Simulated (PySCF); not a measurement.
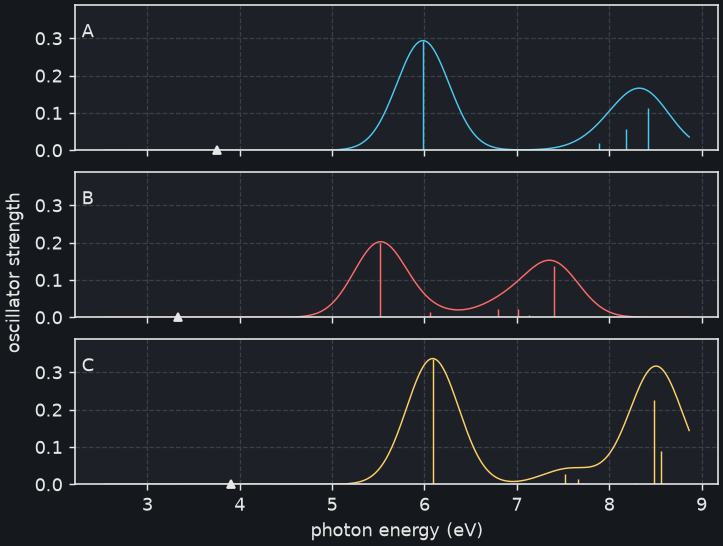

Vertical TDDFT spectra of C₄H₆O (methacrolein), SMILES C=C(C)C=O at one geometry and several levels (PySCF, at a PBE0-D3(BJ)/def2-SVP geometry (no frequency check)); sticks with Gaussians of 1/e half-width 0.40 eV, the triangle marks S1, which has the same leading orbital pair at all these levels. Only the lowest states were computed, so the high end is incomplete.

The levels are CAM-B3LYP/def2-SVPD, PBE/def2-SVPD and PBE0/def2-TZVP. Which panel is which?

Answer. A: PBE0/def2-TZVP (S1 at 3.76 eV); B: PBE/def2-SVPD (S1 at 3.34 eV); C: CAM-B3LYP/def2-SVPD (S1 at 3.91 eV).

Caveats, for all or some of the runs: core orbitals are frozen in the response; def2-TZVP has no diffuse functions, so states with Rydberg character are missing or too high; one conformer of a flexible molecule; states above the negative HOMO energy depend on the basis.
